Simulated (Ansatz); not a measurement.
Geometry optimisation.

```
crystal:
  lattice:
    - [0.0, 1.89553052, 1.89553052]
    - [1.89553052, 0.0, 1.89553052]
    - [1.89553052, 1.89553052, 0.0]
  atoms:
    - { symbol: Ir, position: [0.0, 0.0, 0.0] }
  symmetry: { tolerance: 0.0003 }
kpoints:
  mp_grid: { grid: [8, 8, 8], shift: [0, 0, 0] }
magnetization:
  spin_polarized: false
scf:
  occupations: { method: cold, width: 0.01 }
  convergence: { dr2_threshold: 1.0e-09 }
hamiltonian:
  pseudopotentials: { kind: paw }
  xc: r2scan
basis:
  ecutwfc: 500
output:
  forces: true
  stress: true
  eigenvalues: true
relax:
  max_steps: 40
  cell: {}
```

Command:
```bash
ansatz run input.yaml --threads 1 --pin off --max-ram 2560MiB --backend cpu --events-out ev --progress --plain --runs-dir out
```

How does the optimisation go?

Answer. The optimisation met its thresholds at geometry 5, counting the start as the first. The energy fell by about 36 meV/atom from the first step to the last. Step 2 went uphill and was rejected by the line search. All forces vanish by symmetry, so only the cell moves. The volume grows from 13.6 to 14.3 Å³ per atom (+5 %), overshooting to 15.3 at step 2.

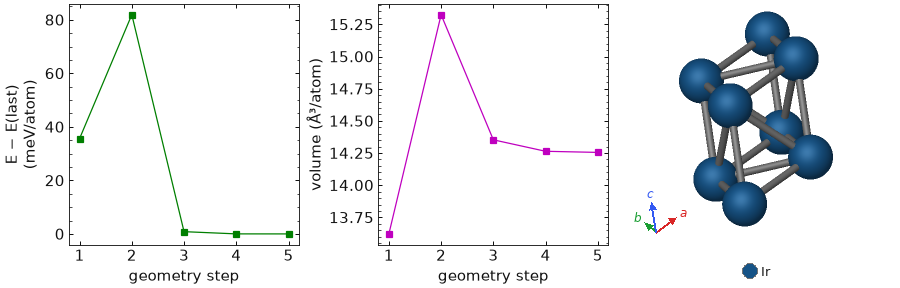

Beside the plot: the structure at the start.

History of the run, step by step. Atoms and cell relax. A closing SCF on a freshly chosen basis isn't drawn.
